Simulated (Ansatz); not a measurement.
## Geometry relaxation, with input and output: BH₂F₃

BH₂F₃, computed with RKS PBE0-D4/def2-SVPD (Ansatz 0.2.0).

It belongs to a series of runs on one base structure; here: end point A relaxed.

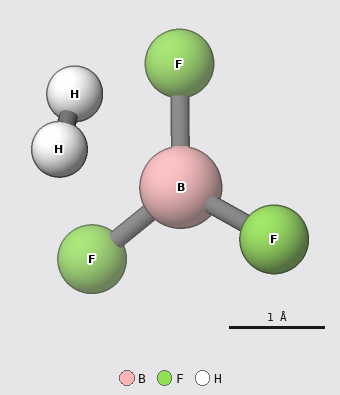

*The starting structure (ball-and-stick view, seen at a tilt).*

Bond lengths as drawn: B–F 1.31 to 1.32 Å and H–H 0.72 Å.

## Key numbers

```csv
quantity,value
outcome,converged
total energy,−8848.5797 eV
mean-field energy,−8848.5296 eV
largest force (length of the vector) at the end,0.012 eV/Å
hardware,"2 threads of Arm Neoverse V1, 24 GiB of memory available, shared host"
wall time,9.8 s (CPU time 19 s)
peak memory,0.17 GiB
```

## The input
```yaml
crystal:
  periodic: [false, false, false]
  atoms:
    - { symbol: B, position_ang: [-0.002996, 0.262261, 0.064866] }
    - { symbol: F, position_ang: [-0.005674, 0.536714, 1.354803] }
    - { symbol: F, position_ang: [1.135556, 0.18762, -0.587518] }
    - { symbol: F, position_ang: [-1.140951, 0.127383, -0.578806] }
    - { symbol: H, position_ang: [0.076727, -2.050222, 0.66547] }
    - { symbol: H, position_ang: [0.048738, -1.589655, 1.215386] }
basis:
  gaussian: { orbitals: def2-SVPD }
hamiltonian:
  xc: pbe0
  dispersion: d4
relax:
  f_tol: 0.03
  max_steps: 50
output:
  orbitals: {}
```

Run as:
```bash
ansatz run input.yaml --threads 2 --pin off --max-ram 3072MiB --backend cpu --events-out ev --progress --plain --runs-dir out
```

## What the program printed
```
The last accepted step is kept in [file] (removed where the run ends without a failure and the disk answers)
Engine: ansatz 0.2.0, aarch64-unknown-linux-gnu
Functional definition: PBE0
  parameter a = 0.25
  parameter kappa = 0.804
  parameter beta = 0.06672455060314922
  exchange = (1 - a)*pbe_x(kappa = kappa, mu = beta*pi^2/3) + a*exact_x
  correlation = pbe_c(beta = beta)
842 factors; their error is unknown
mean field evaluation 1: about -8845.8389 eV, gradient 4.2e1 eV
mean field evaluation 2: about -8843.8151 eV, gradient 5.7e1 eV
mean field evaluation 4: about -8848.3600 eV, gradient 3.3e-1 eV
mean field evaluation 8: about -8848.4152 eV, gradient 2.7e-2 eV
mean field -8848.41522583 eV, -325.1732618781 hartree, gradient 1.6e-5 eV, S^2 0.000000; 0 other end points of the search recorded, 0 dependent functions left out
the calculation of the forces begins
reference -8848.41525896 eV, -325.1732630955 hartree; 17, 17 occupied and 88, 88 virtual orbitals, 842 factors
relax step   1: F+E_penalty+E_count = -8848.46702157 eV  Δ(F+E_penalty+E_count) = +0.000e0 eV  max|allowed force component| = 1.320e0 eV/Å  Δτ_max = 0.0000 Å  (22 SCF iters, accepted)
these checks for a lower state are left out or cut short: starts, cluster_reference, orbital_swaps, neighbouring_geometries, increment
842 factors; their error is unknown
mean field evaluation 16: about -8848.4409 eV, gradient 4.9e-4 eV
mean field -8848.49891123 eV, -325.1763372597 hartree, gradient 2.3e-5 eV, S^2 0.000000; 0 other end points of the search recorded, 0 dependent functions left out
the calculation of the forces begins
reference -8848.49894439 eV, -325.1763384782 hartree; 17, 17 occupied and 88, 88 virtual orbitals, 842 factors
relax step   2: F+E_penalty+E_count = -8848.54992332 eV  Δ(F+E_penalty+E_count) = -8.290e-2 eV  max|allowed force component| = 7.755e-1 eV/Å  Δτ_max = 0.1948 Å  (32 SCF iters, accepted)
these checks for a lower state are left out or cut short: starts, cluster_reference, orbital_swaps, neighbouring_geometries, increment
842 factors; their error is unknown
mean field -8848.48940348 eV, -325.1759878565 hartree, gradient 2.2e-5 eV, S^2 0.000000; 0 other end points of the search recorded, 0 dependent functions left out
the calculation of the forces begins
reference -8848.48943676 eV, -325.1759890796 hartree; 17, 17 occupied and 88, 88 virtual orbitals, 842 factors
relax step   3: F+E_penalty+E_count = -8848.53975681 eV  Δ(F+E_penalty+E_count) = +1.017e-2 eV  max|allowed force component| = 8.661e-1 eV/Å  Δτ_max = 0.1227 Å  (32 SCF iters, rejected (line search))
these checks for a lower state are left out or cut short: starts, cluster_reference, orbital_swaps, neighbouring_geometries, increment
842 factors; their error is unknown
mean field evaluation 32: about -8848.5164 eV, gradient 1.6e-1 eV
mean field -8848.51652219 eV, -325.1769844506 hartree, gradient 1.3e-5 eV, S^2 0.000000; 0 other end points of the search recorded, 0 dependent functions left out
the calculation of the forces begins
reference -8848.51655542 eV, -325.1769856717 hartree; 17, 17 occupied and 88, 88 virtual orbitals, 842 factors
relax step   4: F+E_penalty+E_count = -8848.56732975 eV  Δ(F+E_penalty+E_count) = -1.741e-2 eV  max|allowed force component| = 5.634e-1 eV/Å  Δτ_max = 0.0597 Å  (27 SCF iters, accepted)
these checks for a lower state are left out or cut short: starts, cluster_reference, orbital_swaps, neighbouring_geometries, increment
842 factors; their error is unknown
mean field -8848.52347866 eV, -325.1772400962 hartree, gradient 2.1e-5 eV, S^2 0.000000; 0 other end points of the search recorded, 0 dependent functions left out
the calculation of the forces begins
reference -8848.52351193 eV, -325.1772413189 hartree; 17, 17 occupied and 88, 88 virtual orbitals, 842 factors
relax step   5: F+E_penalty+E_count = -8848.57384244 eV  Δ(F+E_penalty+E_count) = -6.513e-3 eV  max|allowed force component| = 4.816e-1 eV/Å  Δτ_max = 0.0723 Å  (27 SCF iters, accepted)
these checks for a lower state are left out or cut short: starts, cluster_reference, orbital_swaps, neighbouring_geometries, increment
842 factors; their error is unknown
mean field -8848.52957147 eV, -325.1774640029 hartree, gradient 2.7e-5 eV, S^2 0.000000; 0 other end points of the search recorded, 0 dependent functions left out
the calculation of the forces begins
reference -8848.52960478 eV, -325.1774652269 hartree; 17, 17 occupied and 88, 88 virtual orbitals, 842 factors
relax step   6: F+E_penalty+E_count = -8848.57966302 eV  Δ(F+E_penalty+E_count) = -5.821e-3 eV  max|allowed force component| = 1.231e-2 eV/Å  Δτ_max = 0.0789 Å  (26 SCF iters, accepted)
842 factors; their error is unknown
mean field evaluation 64: about -8848.5296 eV, gradient 1.9e-5 eV
```

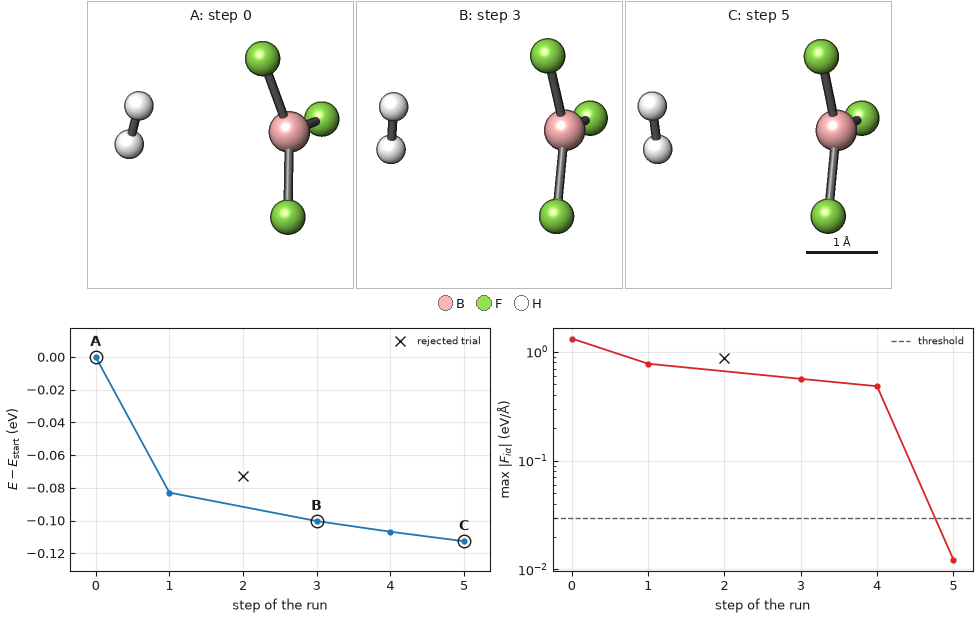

*Frames of the relaxation (ball-and-stick view, seen at a tilt) above the curves, on which the letters mark them (the first geometry is step 0 here and step 1 in the log).*

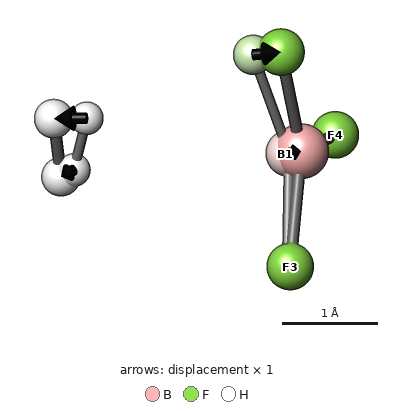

*Start (faint) and end (solid) with the displacements as black arrows, at true length (ball-and-stick view, seen at a tilt). The two geometries are laid on each other by the best rigid fit.*

Over 5 geometry steps the energy falls by 0.113 eV. The largest force component goes from 1.3 to 0.012 eV/Å. The line search rejected the trial step at point 2 (counted from 0) and went back. The atom that moves furthest after the best rigid fit is H6 (0.36 Å). By element the largest moves are H 0.36 Å, F 0.31 Å, B 0.14 Å. Distances before and after: H5–H6 0.718 → 0.760 Å. (Atoms are counted from 1 in the order of the input.)

```
mean field -8848.52957147 eV, -325.1774640029 hartree, gradient 2.7e-5 eV, S^2 0.000000; 1 other end points of the search recorded, 0 dependent functions left out
the calculation of the forces begins
reference -8848.52960478 eV, -325.1774652269 hartree; 17, 17 occupied and 88, 88 virtual orbitals, 842 factors
Total energy: -8848.57969633 eV, -325.1793060574 hartree
Atom 0 at    -0.006484     0.401253     0.045865 Å, force    -0.001818     0.004532     0.001512 eV/Å
Atom 1 at    -0.014164     0.840239     1.285379 Å, force     0.000575    -0.000692    -0.012311 eV/Å
Atom 2 at     1.134652     0.229500    -0.583222 Å, force    -0.010047    -0.000216     0.005027 eV/Å
Atom 3 at    -1.140982     0.164501    -0.574094 Å, force     0.011180     0.000394     0.004829 eV/Å
Atom 4 at     0.079269    -2.228284     0.629915 Å, force    -0.000412     0.007438     0.005833 eV/Å
Atom 5 at     0.059110    -1.933109     1.330359 Å, force     0.000521    -0.011456    -0.004890 eV/Å
Dipole moment:     0.001485    -0.046259     0.017004 e Å
```

## Trajectory as extended XYZ (Å, eV, eV/Å), 6 frames, from step=1 to step=6
```
6
Properties=species:S:1:pos:R:3:forces:R:3 step=1 energy=-8848.46702
B    -0.0030    0.2623    0.0649   -0.0008   0.0508   0.0328
F    -0.0057    0.5367    1.3548   -0.0082   0.3265  -0.0314
F     1.1356    0.1876   -0.5875   -0.0049   0.0028   0.0018
F    -1.1410    0.1274   -0.5788    0.0048   0.0003   0.0007
H     0.0767   -2.0502    0.6655    0.0652  -1.1369  -1.3203
H     0.0487   -1.5897    1.2154   -0.0560   0.7564   1.3164
6
Properties=species:S:1:pos:R:3:forces:R:3 step=2 energy=-8848.54992
B    -0.0040    0.3050    0.0657   -0.0219   0.7755   0.2084
F    -0.0112    0.7289    1.3237    0.0075  -0.3064  -0.3823
F     1.1343    0.2151   -0.5855   -0.0033  -0.2103   0.0835
F    -1.1406    0.1525   -0.5770    0.0170  -0.2108   0.0839
H     0.0787   -2.1763    0.6386   -0.0014   0.0275  -0.0175
H     0.0543   -1.7510    1.2686    0.0021  -0.0755   0.0239
6
Properties=species:S:1:pos:R:3:forces:R:3 step=3 energy=-8848.53976 accepted=F
B    -0.0072    0.4232    0.0395    0.0109  -0.6176   0.5640
F    -0.0136    0.8168    1.3128   -0.0031  -0.0065  -0.8661
F     1.1387    0.2057   -0.5801   -0.3066   0.3170   0.1409
F    -1.1439    0.1408   -0.5714    0.2982   0.3358   0.1435
H     0.0796   -2.2456    0.6239   -0.0222   0.3855   0.6813
H     0.0577   -1.8667    1.3095    0.0229  -0.4142  -0.6637
6
Properties=species:S:1:pos:R:3:forces:R:3 step=4 energy=-8848.56733
B    -0.0052    0.3643    0.0600   -0.0069  -0.0842   0.2964
F    -0.0123    0.7844    1.3193    0.0012  -0.1025  -0.5634
F     1.1381    0.1911   -0.5723   -0.1827   0.1109   0.1182
F    -1.1422    0.1250   -0.5629    0.1871   0.1235   0.1216
H     0.0783   -2.1961    0.6200   -0.0054   0.0973   0.1291
H     0.0548   -1.7946    1.2700    0.0067  -0.1450  -0.1018
6
Properties=species:S:1:pos:R:3:forces:R:3 step=5 energy=-8848.57384
B    -0.0059    0.3826    0.0505   -0.0104   0.0987   0.2448
F    -0.0131    0.8083    1.3062    0.0031  -0.1538  -0.4816
F     1.1366    0.2216   -0.5846   -0.1449   0.0304   0.1123
F    -1.1426    0.1559   -0.5753    0.1518   0.0402   0.1147
H     0.0794   -2.2344    0.6363   -0.0039   0.0724   0.0905
H     0.0569   -1.8599    1.3011    0.0043  -0.0879  -0.0806
6
Properties=species:S:1:pos:R:3:forces:R:3 step=6 energy=-8848.57966
B    -0.0065    0.4013    0.0459   -0.0018   0.0045   0.0015
F    -0.0142    0.8402    1.2854    0.0006  -0.0007  -0.0123
F     1.1347    0.2295   -0.5832   -0.0100  -0.0002   0.0050
F    -1.1410    0.1645   -0.5741    0.0112   0.0004   0.0048
H     0.0793   -2.2283    0.6299   -0.0004   0.0074   0.0058
H     0.0591   -1.9331    1.3304    0.0005  -0.0115  -0.0049
```

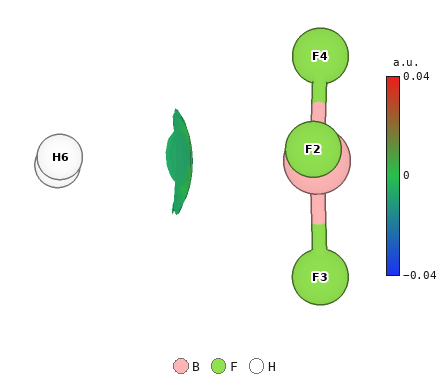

*Non-covalent interaction (NCI) plot: the surface where the reduced density gradient is 0.5, for densities under 0.05 a.u., coloured by sign(λ₂)ρ; seen from the side.*

Between H6 on one side and B1 on the other: a weak, van der Waals-like contact (green).

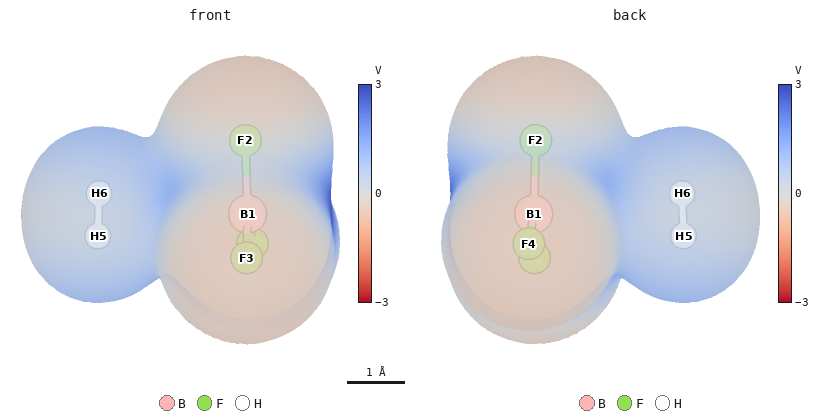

*The electrostatic potential painted on the density surface at 0.002 e/bohr³, seen face on and from behind; red is negative and blue positive.*

A positive charge is drawn to the negative regions and a negative charge to the positive ones.

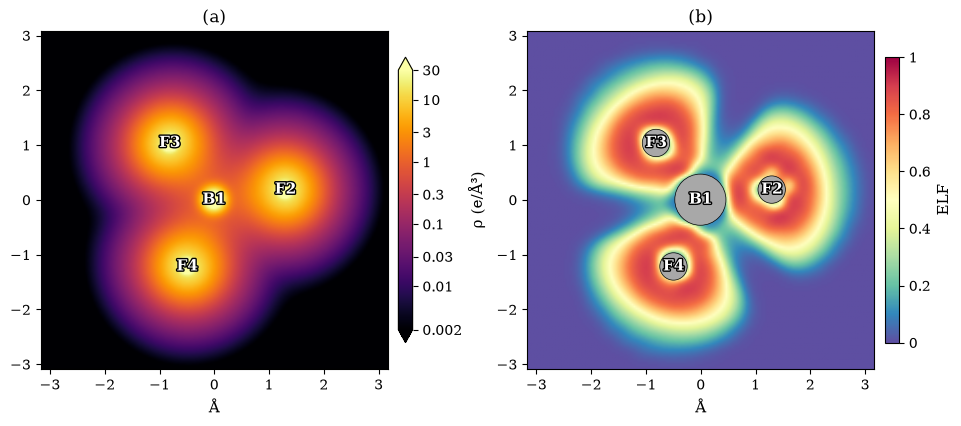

*(a) total electron density; (b) ELF on the plane of atoms F2, B1 and F3. Grey discs, where drawn, cover atomic cores.*

B–F (1.31 Å): ρ is about 2.3 e/Å³ halfway; the ELF peaks at about 0.90 between the atoms, which marks a polar covalent bond.
